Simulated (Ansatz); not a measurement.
# Re (P6_3/mmc): phonon-mediated transition temperature, part 2 of 2

Each step names its level of theory.

So far, coupling constant λ: step 2 (electron–phonon run: PseudoDojo files, PBE PseudoDojo norm-conserving) 0.71; step 3 (coupling and resistivity: finite displacements, PBE) 0.718. Also log mean phonon energy ħω_log (meV): step 2 14.5; step 3 14.4.

## 4. Electron–phonon run: r2SCAN at its own relaxed cell

The functional sets the lattice constant, the bands and the force constants.

This step: DFT r2SCAN, scalar-relativistic, plane waves, PAW; PAW set soft_1 (Ansatz 0.2.0).

Input file input.yaml:

```yaml
crystal:
  lattice:
    - [2.7559384138, 0.0, 0.0]
    - [-1.3779692069, 2.3867126776, 0.0]
    - [0.0, 0.0, 4.4661869232]
  atoms:
    - { symbol: Re, position: [0.3333333333, 0.6666666667, 0.25] }
    - { symbol: Re, position: [0.6666666667, 0.3333333333, 0.75] }
kpoints:
  mp_grid: { grid: [18, 18, 9] }
hamiltonian:
  xc: r2scan
  pseudopotentials: { kind: paw, azcp: { folder: soft_1 } }
scf:
  occupations: { method: methfessel_paxton, width: 0.2 }
output:
  eigenvalues: true
phonons:
  method: dfpt
  qmesh: [6, 6, 3]
  temperatures: { t_max: 1000, t_step: 50 }
  qpath:
    path:
      - [[0.0, 0.0, 0.0], [0.5, 0.0, 0.0], [0.33333333, 0.33333333, 0.0], [0.0, 0.0, 0.0], [0.0, 0.0, 0.5], [0.5, 0.0, 0.5], [0.33333333, 0.33333333, 0.5], [0.0, 0.0, 0.5]]
      - [[0.5, 0.0, 0.5], [0.5, 0.0, 0.0]]
    npoints: 6
  electrical_resistivity:
    mesh: [24, 24, 12]
    temperatures: [20.0, 50.0, 80.0, 100.0, 150.0, 200.0, 273.0, 300.0, 400.0, 500.0, 600.0, 800.0]
  superconductivity: { mesh: [24, 24, 12], eliashberg_equations: false }
```

Started as:

```
$ ansatz run input.yaml --threads 16 --pin off --max-ram 92160MiB --backend cuda --events-out ev --progress --plain --runs-dir out --max-vram 78GiB
```

Numbers of over 12 decimals in the logs are rounded to 6 here.

What it wrote:

```text
[...]
Crystal: 2 atoms, lattice volume = 29.377 Å³
Basis set: ecut = 500 eV, 713 PW (Γ), exchange–correlation on 120×120×180 points (125 copies of the dense FFT grid, shifted against one another)
Bands: 19, of which v1, the nominal top of the filled ones, is band 15 counted from 1 (14 counted from 0)
Symmetry: 24 space group operations
k-points: 775 of 2916 (irreducible under 2 space group operations, time reversal used)
[...]
SCF iter   2: F=—  HF=-21763.801056 eV  |F-HF|=—  |Δ(HF+E_count)|=   1.08e-1  S|Δr|=    0.00e0  Δρ=3.20e-2  dr2=2.56e-1  dr2_τ=1.78e-2  ethr=2.73e-3  ⟨swp⟩=3.0  Hψ=26871  notcnv=0
[...]
SCF iter   9: F=-21763.762718 eV  HF=-21763.762718 eV  |F-HF|=3.64e-12  |Δ(HF+E_count)|=  2.18e-11  S|Δr|=    0.00e0  Δρ=5.36e-8  dr2=6.02e-13  dr2_τ=4.12e-13  ethr=1.00e-12  ⟨swp⟩=5.2  Hψ=58866  notcnv=0
SCF 1 converged in 9 iterations: F = -21763.762718 eV  dr2 = 6.02e-13
[...]
DFPT response loops at Γ: preconditioner auto → Kerker (q_TF=auto, 2.738 Å⁻¹) (partly filled bands, converged f_vac=0.000); β = 1.00, the filter's whole step (`scf.mixing.beta` (0.50) is not read by the response loops under this deck's `scf.mixing.preconditioner`; to damp them name `kerker` or `kerker_dos`, under which they read `scf.mixing.beta`, and type it under 1.00, their step now; both keys bind the ground state too); Broyden in place of MSR1
[...]
NSCF: frozen V_eff on 185 k-points, pencils in batches of 32, up to order 76
[...]
NSCF: frozen V_eff on 1638 k-points
[...]
SCF 2 converged in 9 iterations: F = -21763.762718 eV  dr2 = 6.36e-13
[...]
SCF converged after 9 iterations
[...]
vibrations of 108 cells: unjudged by the run; compare a larger repeat
[...]
--- Superconductivity: potentials and phonons of a 6×6×3 supercell ---
[...]
mesh         λ    ħω_log (meV)  μ* declared at (meV)
       24×24×12    0.7541          14.981               16.344
        12×12×6    0.7753          14.797               16.282
          6×6×3    0.7191          14.713               16.231
  λ by the species' shares of the modes' patterns: Re 0.7541
[...]
0.08      8.254         8.603             -             -             -             -              -
      0.10      7.187         7.464             -             -             -             -              -
      0.12      6.170         6.389             -             -             -             -              -
      0.13      5.683         5.876             -             -             -             -              -
      0.14      5.211         5.382             -             -             -             -              -
      0.16      4.319         4.449             -             -             -             -              -
      0.20      2.760         2.832             -             -             -             -              -
[...]
vibrations of 108 cells: unjudged by the run; compare a larger repeat
[...]
```

Elapsed: 16 min, on 1 × NVIDIA GB200 with 16 threads of Arm Neoverse V2, shared host; peak memory 7.9 GiB; 3.3 h of CPU time.

This step gave:

| Property | Result |
| --- | --- |
| volume per atom | 14.69 Å³/atom |
| zero point energy | 0.05140 eV/cell |
| highest frequency on the path or at a solved wavevector | 208.1 cm⁻¹ |
| Debye temperature (second moment) | 266 K |
| resistivity at 300 K | 14.29 μΩ cm, mean of the axes |
| coupling constant λ | 0.7541 |
| density of states at the Fermi level | 0.7002 states/eV a spin and cell |
| log mean phonon energy ħω_log | 14.98 meV |
| transport coupling constant λ_tr | 0.6807, 0.6807, 0.825 (xx, yy, zz) |
| Drude plasma energy | 7.05, 7.05, 8.857 eV (xx, yy, zz) |
| resistivity times mean free path | 7.147, 7.147, 4.563 × 10⁻¹⁶ Ω m² (xx, yy, zz) |
| second-moment phonon energy ħω₂ | 16.34 meV |
| coupling λ by branch | 0.159, 0.145, 0.121, 0.163, 0.0841, 0.0818 (branches by rank of frequency) |

Transition temperatures:

```csv
μ*,McMillan Tc (K),Allen–Dynes Tc (K)
0.08,8.25,8.6
0.1,7.19,7.46
0.12,6.17,6.39
0.13,5.68,5.88
0.14,5.21,5.38
0.16,4.32,4.45
0.2,2.76,2.83
```

The Eliashberg function α²F has structure finer than the step of the table below, so its rows give means over 2 meV, whole bins alone (the curve runs from 0.101 to 25.7 meV). Peaks (meV: height): α²F 13.4: 0.716, 14.2: 0.673, 17.4: 0.593, 24.3: 0.622; α²F tr 13.4: 0.630, 13.8: 0.644, 17.4: 0.613, 24.1: 0.625.

The Eliashberg function α²F by phonon energy; means over each step:

```csv
phonon energy (meV),α²F,α²F tr
2,6.0e-4,1.7e-4
4,0.00377,0.00187
6,0.0157,0.0120
8,0.0388,0.0327
10,0.142,0.119
12,0.323,0.297
14,0.612,0.590
16,0.499,0.509
18,0.423,0.437
20,0.198,0.194
22,0.248,0.250
24,0.441,0.457
```

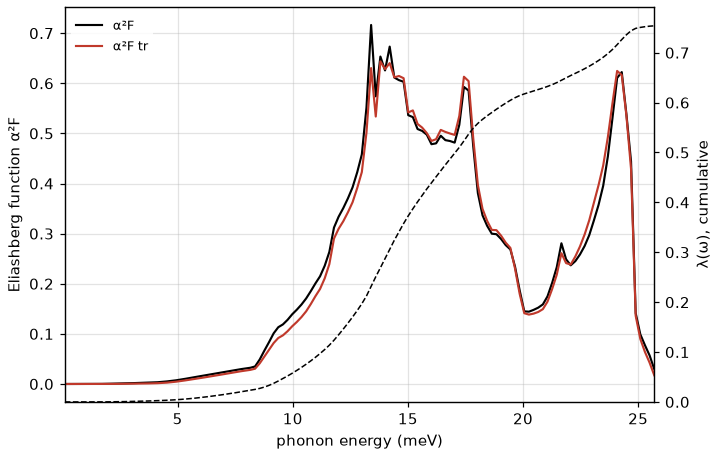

Eliashberg function α²F, plotted against phonon energy. The dashed line is the running λ.

## 5. Results

```json
{
 "meshes": "q 6×6×3, k 18×18×9, scattering 24×24×12",
 "coupling constant λ": "0.754",
 "log mean phonon energy ħω_log": "15.0 meV",
 "Allen–Dynes Tc at μ* = 0.1": "7.46 K",
 "Allen–Dynes Tc at μ* = 0.13": "5.88 K"
}
```

**Reading.** In the last run (r2SCAN, q 6×6×3, k 18×18×9, scattering 24×24×12), with λ = 0.75 and ħω_log = 15.0 meV, Tc at μ* = 0.13 is 5.7 K by McMillan's formula and 5.9 K by Allen and Dynes's. Raising μ* from 0.10 to 0.16 lowers the Allen–Dynes value from 7.5 to 4.5 K. By the run's own test λ is not converged in the fine mesh: it moves by 3 % between the two finest. The run's transport test calls it not converged in the mesh; ρ(300 K) moves by 5 % in the component that moves most. In 1 of the runs shown, the last among them, the self-energy step met imaginary modes and the program fell back to plain Fourier phonons, a sign of a lattice near an instability that the q mesh may not hold. Over the runs, λ takes the values 0.71, 0.718 and 0.754, in the order shown. No spin–orbit coupling, which matters for Re. μ* is a typed number, phonons are harmonic, and spin fluctuations are left out; at μ* = 0.13 McMillan's formula turns 1 % in λ into about 2.6 % in Tc.

[Logs are printed without paths, hosts, clocks, repeated set-up lines and the standing remarks that a program may print on its own settings, such as how far it seeks lower states.]

[Hosts, paths, dates, database ids (printed as entryN), source tags and the programs' standing remarks are cut or masked in the printed files.]
